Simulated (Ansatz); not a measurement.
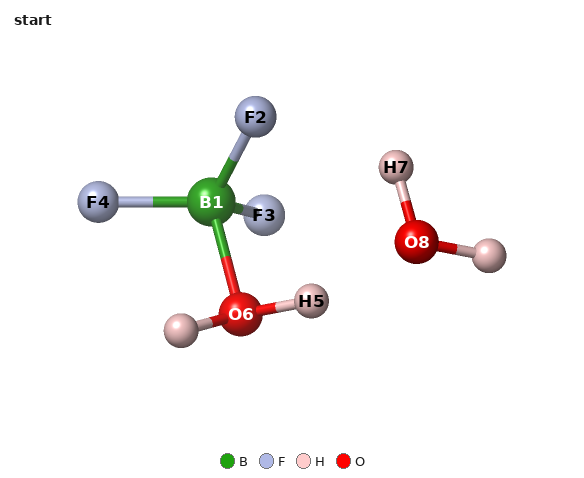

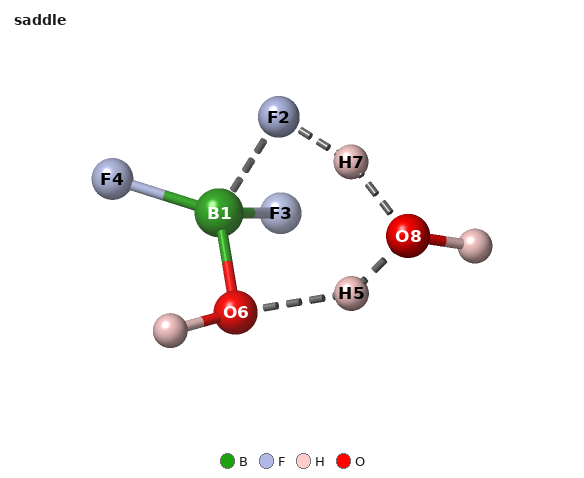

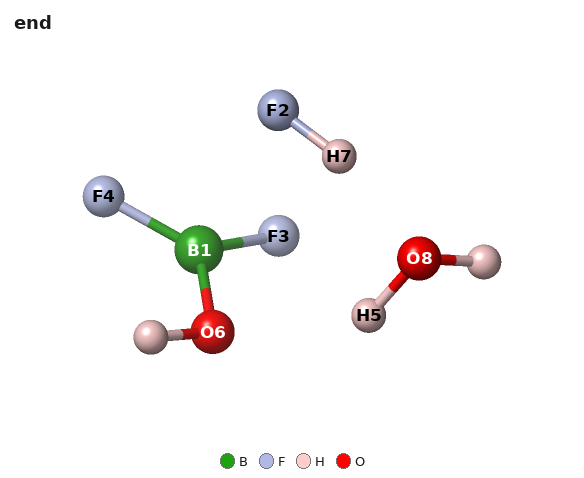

A saddle point and the two end points reached downhill from it. Broken sticks mark bonds that form or break. The species is neutral and a spin singlet. Geometries: PBE0-D4/def2-TZVP; all other levels are single points on them, and energies count from the start as drawn. Program: Ansatz 0.2.0. In CBS estimates cores are frozen, and CCSD(T) − MP2 is taken in the smaller basis.

Q: Which bonds form and which break from start to end?

A: Formed: F2–H7, H5–O8; broken: B1–F2, H5–O6, H7–O8. At the saddle point F2···H7 is 1.14 Å, H5···O8 is 1.02 Å, B1···F2 is 1.62 Å, H5···O6 is 1.60 Å, H7···O8 is 1.21 Å.

Give the electronic barrier and the reaction energy from start to end in kcal/mol (no zero-point energy) with CCSD(T)/CBS (MP2 limit from def2-TZVPP and def2-QZVPP plus CCSD(T) − MP2); ωB97M-V/def2-TZVPP; PBE-D4/STO-3G; ωB97M-V/def2-SVP; PBE-D4/def2-SVP.

```
                                                                    level  barrier  reaction energy
CCSD(T)/CBS (MP2 limit from def2-TZVPP and def2-QZVPP plus CCSD(T) − MP2)     15.1             +9.1
                                                       ωB97M-V/def2-TZVPP     13.9             +9.5
                                                            PBE-D4/STO-3G    −19.1            +25.2
                                                         ωB97M-V/def2-SVP     11.5            +13.3
                                                          PBE-D4/def2-SVP      8.1            +12.2
```

Where the saddle lies below an end point, that level has no barrier at this geometry, which was found with another level.
